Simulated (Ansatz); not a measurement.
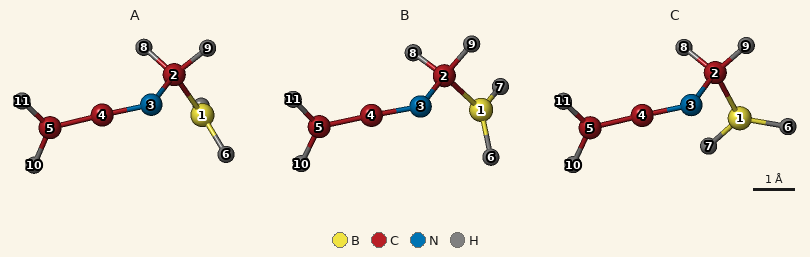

3 geometries from a converged minimum-energy path of C$_{3}$H$_{6}$BN, shuffled. A ball-and-stick model, seen at a tilt.

The calculation used RKS B3LYP-D4/6-31G* (Ansatz). Set-up: 9 movable images; climbing image; force threshold 0.05 eV/Å; iteration limit 59; starting path by image-dependent pair potential.

**Which frame is the top of the path?**

C. In order along the path, whose images run from 0 to 10: C (image 4, +13.8 kJ/mol), A (image 8, +6.8 kJ/mol), B (image 10, 0.0 kJ/mol). The motion is a rotation about the B1–C2 bond by about 180°. No bond forms or breaks between the ends. Bond angles that change up to the highest image, for instance: B1–C2–N3 115.4° → 103.1°, B1–C2–H9 105.5° → 113.7°.

Cost: 6.3 min on 1 thread of Intel(R) Xeon(R) 6975P-C (Granite Rapids) (shared host), peak memory 0.19 GiB.
